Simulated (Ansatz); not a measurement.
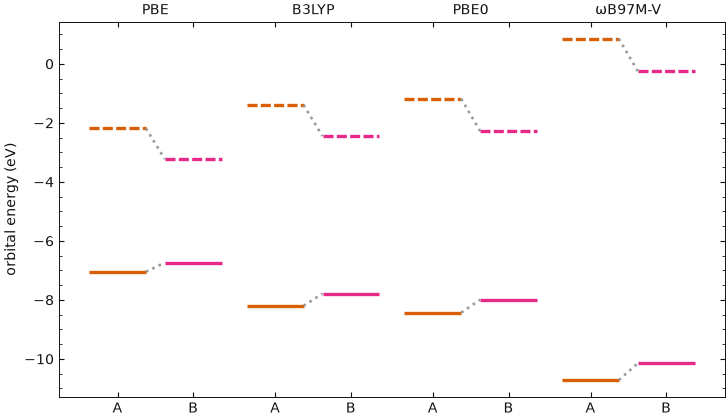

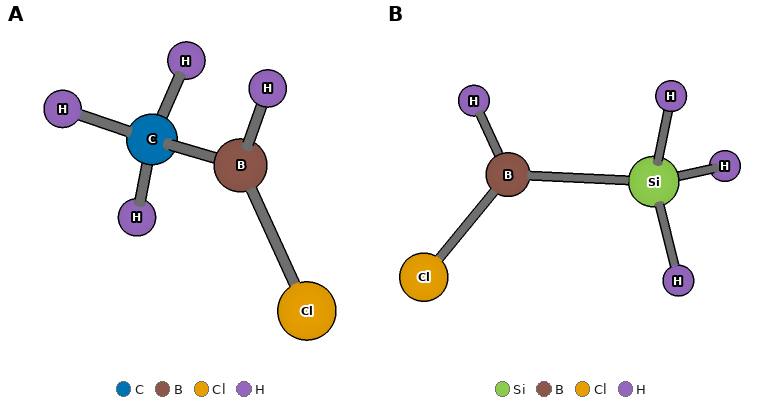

One change: A, CH₄BCl (SMILES CBCl), becomes B, BSiH₄Cl (SMILES [SiH3]BCl). CH₃ on B is replaced by SiH₃. HOMO (solid) and LUMO (dashed) computed in def2-TZVPP at PBE0-D4/def2-TZVP geometries, both minima by their frequencies, gas phase, the Ansatz code. Empty levels above zero depend strongly on the basis.

**What does the change do to HOMO and LUMO?**

PBE: the HOMO rises by 0.31 eV, the LUMO falls by 1.05 eV, and the separation goes from 4.86 to 3.50 eV. B3LYP: the HOMO rises by 0.41 eV, the LUMO falls by 1.05 eV, and the separation goes from 6.81 to 5.34 eV. PBE0: the HOMO rises by 0.44 eV, the LUMO falls by 1.10 eV, and the separation goes from 7.25 to 5.71 eV. ωB97M-V: the HOMO rises by 0.57 eV, the LUMO falls by 1.10 eV, and the separation goes from 11.57 to 9.90 eV.

**Do the functionals agree on the effect?**

They agree on the direction for both levels; the HOMO shift lies between 0.31 and 0.57 eV and the LUMO shift between −1.10 and −1.05 eV, while the separations themselves differ by up to 6.7 eV between functionals.
